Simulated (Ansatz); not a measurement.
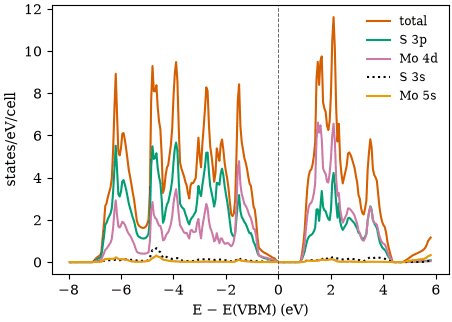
Total and projected density of states of MoS2 in space group P6_3/mmc (No. 194; Mo on 2b, S on 4f), plane-wave PAW PBE+D3(BJ) (Ansatz code)

**Question.** Which orbitals carry the states next to the gap?

**Answer.** Top 1 eV of the valence band: Mo 4d 57 %, S 3p 38 %. Bottom 1 eV of the conduction band: Mo 4d 64 %, S 3p 30 %. Projections are on Löwdin-orthogonalised atomic valence shells; empty p or d shells of many metals are not among them.

**Question.** Where is the tallest occupied peak in this window, and what makes it?

**Answer.** Near -3.9 eV, about 9.5 states/eV per cell; the largest projected share is S 3p.

The workflow started from a Materials Project entry (that database holds measured and hypothetical structures alike). Its sites differ from those of the usual phase in this space group: another stacking or structure type. The PBE+D3(BJ) relaxation kept the symmetry of its start; its stability against distortions is not shown here. The run is not spin-polarised. Spin–orbit coupling is left out wherever it is not named.

Potentials: the later of the program's two PAW sets.
